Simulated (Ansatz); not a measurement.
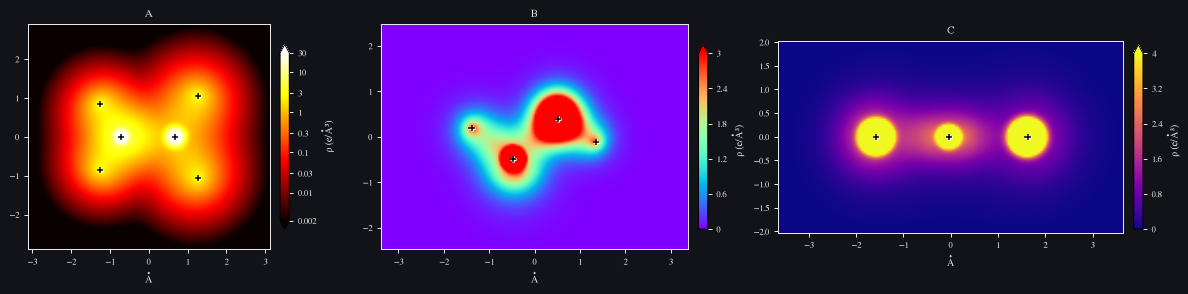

The electron density of 3 systems, each on a plane through atoms (crosses mark nuclei in the plane).

All numbers below come from isolated molecule in a Gaussian basis; Kohn-Sham density functional theory, functional PBE0 (Ansatz 0.2.0).

System 1: CH₂O (SMILES [CH]O), the molecular plane. Geometry: PBE-D3(BJ)/def2-SVP.

```tsv
atom	x (Å)	y (Å)	z (Å)
C	0.3859	0.5337	0.1414
O	-0.6649	-0.1449	0.5520
H	0.2924	0.4349	-0.9896
H	-0.6711	-0.1166	1.5352
```

System 2: CPS (charge +1, triplet), a plane that holds the molecular axis. Geometry: B3LYP-D3(BJ)/def2-SVP; ⟨S²⟩ = 2.06, above the pure value of 2.00.

```xyz
3

C     0.0000    0.0000   -0.0421
P     0.0000    0.0000    1.6274
S     0.0000    0.0000   -1.5853
```

System 3: BH₄N, the molecular plane. Geometry: B3LYP-D3(BJ)/def2-SVP.

```yaml
atoms:
  - { symbol: B, position_ang: [-0.6770, -0.6089, -0.8301] }
  - { symbol: N, position_ang: [-0.3236, -0.8706, -2.1482] }
  - { symbol: H, position_ang: [-0.1255, -1.2138, 0.0581] }
  - { symbol: H, position_ang: [-1.5278, 0.2175, -0.6020] }
  - { symbol: H, position_ang: [0.3812, -1.5503, -2.4110] }
  - { symbol: H, position_ang: [-0.7453, -0.4007, -2.9414] }
```

Question: Match each panel to its system.

Answer: Panel A is system 3, BH₄N: the plane holds B, N and H. B–N (1.39 Å): ρ is about 2 e/Å³ halfway. Panel B is system 1, CH₂O: the plane holds C, O and H. C–O (1.32 Å): the density is about 2.6 e/Å³ at the midpoint. Panel C is system 2, CPS: the plane holds C, P and S. C–S (1.54 Å): ρ at the midpoint is about 1.9 e/Å³.
